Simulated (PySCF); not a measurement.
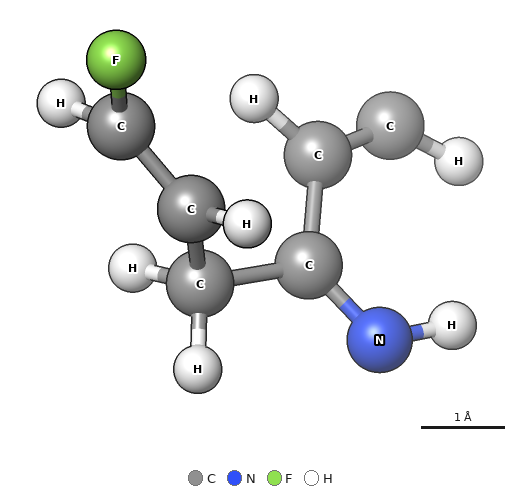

*The structure as given in the input (ball-and-stick view, seen at a tilt).*

**EPR calculation, with input and output: C₆H₇FN**

C₆H₇FN, multiplicity 2, computed with UKS B3LYP, pcH-1 on C F H N, non-relativistic, mean-field spin-orbit, GIAO (PySCF 2.14.0).

It belongs to a series of runs on one base structure; here: H removed from sp2 C.

What the program printed
```
UKS, coarse grid
  cycle   1  E = -387.23079696  |g| = 4.58e-01
  cycle   2  E = -387.12956436  |g| = 6.97e-01
  cycle   3  E = -387.31188695  |g| = 1.22e-01
  cycle   4  E = -387.31827738  |g| = 5.05e-02
  cycle   5  E = -387.31934100  |g| = 2.02e-02
  cycle   6  E = -387.31954396  |g| = 6.28e-03
  cycle   7  E = -387.31957998  |g| = 4.13e-03
  cycle   8  E = -387.31959741  |g| = 1.92e-03
  cycle   9  E = -387.31960666  |g| = 9.72e-04
UKS, final grid
  cycle   1  E = -387.31961650  |g| = 1.09e-03
  cycle   2  E = -387.31961639  |g| = 1.67e-03
  cycle   3  E = -387.31961782  |g| = 3.51e-04
  cycle   4  E = -387.31961802  |g| = 2.67e-04
  cycle   5  E = -387.31961828  |g| = 1.59e-04
  cycle   6  E = -387.31961829  |g| = 2.89e-05
  cycle   7  E = -387.31961829  |g| = 1.22e-05
E = -387.31961829 Eh   <S^2> = 0.7616 (exact 0.7500)
g shifts (ppm)      1          2          3
  rmc          -147       -147       -147
  gc             26          9        -33
  oz_so        -405        -42        941
  total        -527       -181        761
hyperfine (MHz)  atom isotope    a_iso     a_fc   dipolar eigenvalues
    0   13C     347.13     347.13    -81.71    -56.77    138.47
    1   13C     -15.03     -15.03    -19.75      2.82     16.93
    2   13C      68.71      68.71     -9.84     -5.06     14.90
    3   14N       1.75       1.75     -3.11      0.70      2.40
    4   13C       3.79       3.79     -1.49     -1.32      2.81
    5   13C       0.51       0.51     -0.36     -0.13      0.49
    6   13C       0.60       0.60     -0.65     -0.44      1.09
    7   19F       0.70       0.70     -1.67     -1.15      2.83
    8    1H      39.19      39.19    -31.91     -7.34     39.26
    9    1H     123.30     123.30     -6.73     -5.44     12.18
   10    1H       6.46       6.46     -4.81     -3.48      8.29
   11    1H       5.07       5.07     -1.41     -0.71      2.11
   12    1H       0.24       0.24     -1.62     -0.82      2.44
   13    1H      -0.10      -0.10     -0.73     -0.70      1.43
   14    1H      -0.12      -0.12     -0.83     -0.55      1.38
```

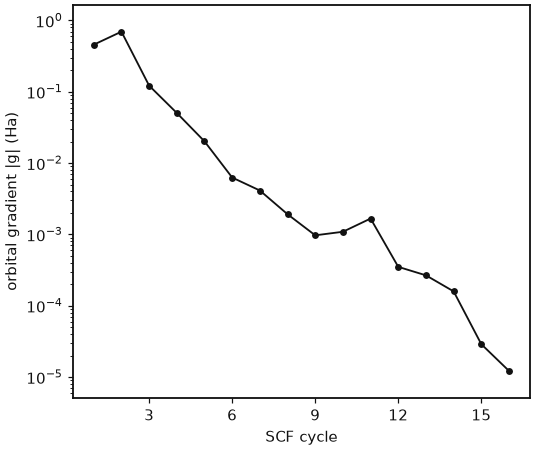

*Convergence of the self-consistent field: orbital gradient |g| against the SCF cycle.*

All cycles printed in the log are drawn one after another.

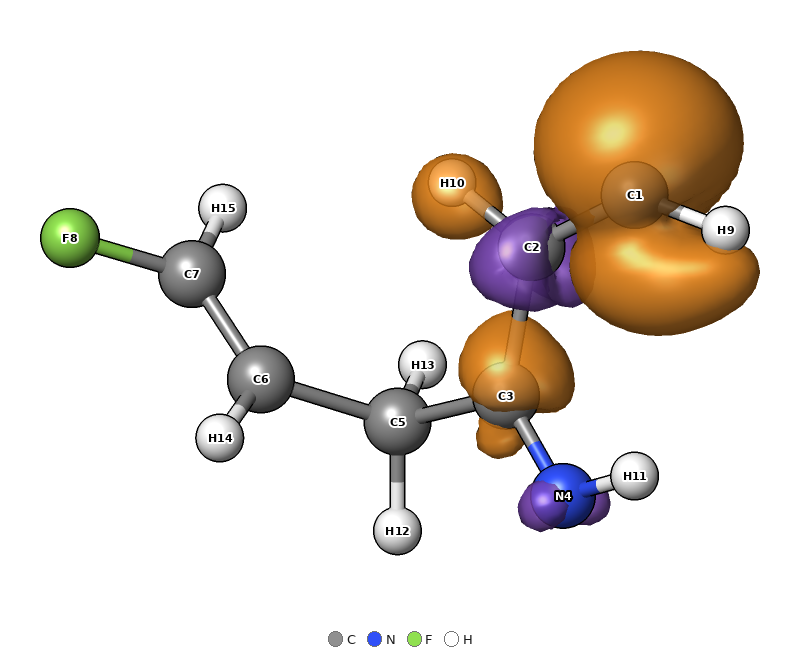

*Isosurfaces of the spin density (α minus β) at +0.03 (orange) and −0.03 e/Å³ (purple), seen at a tilt.*

The unpaired spin (1 electron) lies mostly on C1 (about 0.8), in electrons by Hirshfeld's partition.

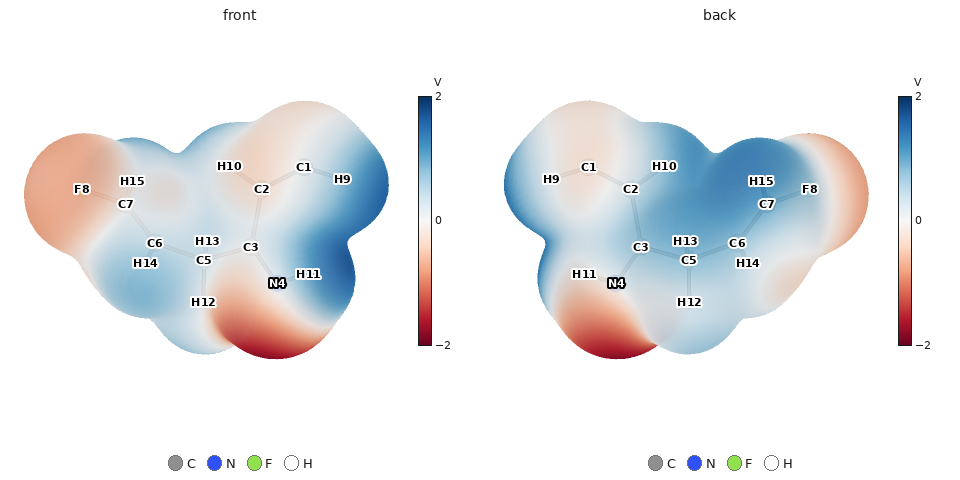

*The molecular electrostatic potential painted on the density surface at 0.002 e/bohr³, seen at a tilt and from behind; red is negative and blue positive.*

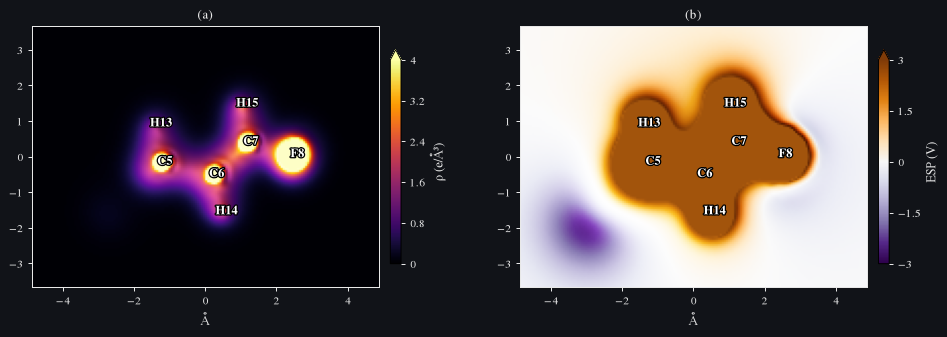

*(a) total electron density; (b) electrostatic potential on the plane of atoms C5, C6 and H14.*

The section cuts through C, F and H sites. C–F (1.34 Å): ρ at the midpoint is about 2.7 e/Å³. C–C (1.49 Å): ρ is about 1.7 e/Å³ halfway. C–H (1.09 Å): ρ is about 1.8 e/Å³ halfway.

The run was set up as follows.

Input
```
{"job": {"kind": "epr", "basis": "pcH-1"}, "charge": 0, "multiplicity": 2}
C     -2.548902    -0.029447     1.328884
C     -1.350781    -0.169611     0.858681
C     -0.823022     0.365881    -0.438836
N     -1.339181     1.248674    -1.162458
C      0.486484    -0.250618    -0.869426
C      1.579355     0.164106     0.061212
C      2.182653    -0.666974     0.889801
F      3.150855    -0.255401     1.724641
H     -3.464530     0.431698     1.032704
H     -0.602756    -0.735675     1.402561
H     -2.212527     1.657729    -0.847791
H      0.703459     0.104320    -1.878147
H      0.386676    -1.337923    -0.876867
H      1.854040     1.208620     0.055654
H      1.993762    -1.727390     0.985234
```

The first line tells a small driver script what to run in PySCF; the rest is the geometry in Å.

Run as:
```bash
OMP_NUM_THREADS=1 python <driver script> task.json out
```

Key numbers

```json
{"quantity": "outcome", "value": "converged"}
{"quantity": "total energy", "value": "−387.319618 hartree"}
{"quantity": "⟨S²⟩", "value": "0.762"}
{"quantity": "isotropic g", "value": "2.0023"}
{"quantity": "hardware", "value": "1 CPU thread, shared host"}
{"quantity": "wall time", "value": "54 s"}
{"quantity": "peak memory", "value": "0.97 GiB"}
```
